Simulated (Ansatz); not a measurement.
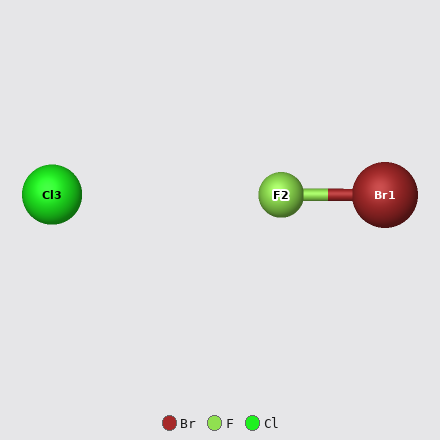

The system is Br⁻ + FCl; the picture shows the reference structure. The first coordinate is: distance Br1–F2; the second: distance F2–Cl3. Nothing is relaxed (the angle Br1–F2–Cl3 is fixed at 180 degrees). The scan uses a 13 × 13 grid. Points are written as (first, second). Energies are in kcal/mol, from the lowest grid point. The reference is spin-restricted, so regions where a bond is pulled apart into radicals lie too high. Computed with RHF/def2-TZVPD (Ansatz 0.2.0).

Its coordinates:

```yaml
atoms:
  - { symbol: Br, position_ang: [-1.6740, 0.0000, 0.0000] }
  - { symbol: F, position_ang: [0.0000, 0.0000, 0.0000] }
  - { symbol: Cl, position_ang: [3.6960, 0.0000, 0.0000] }
```

Range: distance Br1–F2 from 1.440 to 3.840 Å; distance F2–Cl3 from 1.296 to 3.696 Å.

Predict the map.

Answer. The lowest grid point is at (1.674 Å, 3.696 Å). It lies in a valley that leaves the map towards separated partners. The energy also falls towards the edge at (3.840 Å, 1.530 Å) (1.0 kcal/mol above the lowest), where a further well may lie outside the range. The highest grid point, (1.440 Å, 1.296 Å), lies 416 kcal/mol above the lowest. On the interpolated surface the lowest path from the side where the first distance is long, about (3.84 Å, 1.57 Å), to the side where the second distance is long, about (1.71 Å, 3.70 Å), has its top at about (2.12 Å, 1.98 Å), about 33 kcal/mol above the start and 34 kcal/mol above the end.

```
distance F2–Cl3 ↓, distance Br1–F2 →  1.440  1.535  1.674  1.836  2.015  2.209  2.415  2.631  2.857  3.091  3.334  3.583  3.840
                               3.696     46     15      0      6     24     48     71     92    107    120    129    135    140
                               3.439     46     15      0      6     24     48     70     90    105    117    125    132    136
                               3.190     47     16      1      7     24     47     69     87    101    112    120    126    130
                               2.947     48     17      2      7     25     46     66     83     96    106    113    118    122
                               2.713     51     20      5      9     25     44     62     77     88     97    103    108    111
                               2.487     57     26     10     13     26     42     57     68     78     85     90     93     96
                               2.271     68     37     19     19     28     39     49     57     63     68     72     74     75
                               2.065     91     57     36     30     31     35     39     42     45     47     49     50     50
                               1.871    129     93     64     47     37     31     27     26     25     25     25     24     24
                               1.692    190    146    104     71     46     28     18     12      8      7      6      5      5
                               1.530    269    213    152    100     60     34     19     10      5      3      2      1      1
                               1.391    350    283    206    139     90     59     41     31     26     23     22     22     21
                               1.296    416    345    259    185    133     99     80     69     64     61     60     60     60
```

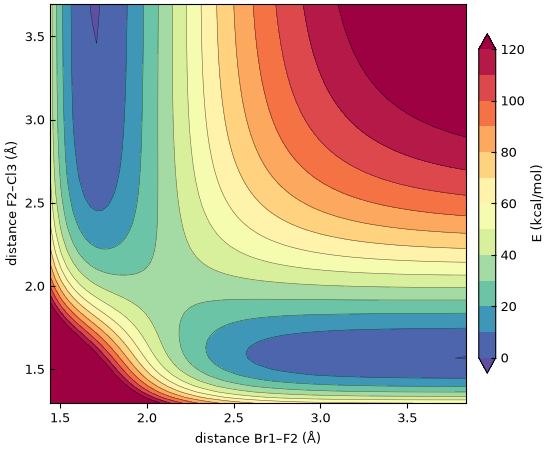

The picture shows filled contours, one colour for all values above the top of the scale. Between grid points the surface is interpolated.

The whole map (169 points run) took 12 min on 1 thread of Arm Neoverse V2 (shared host).
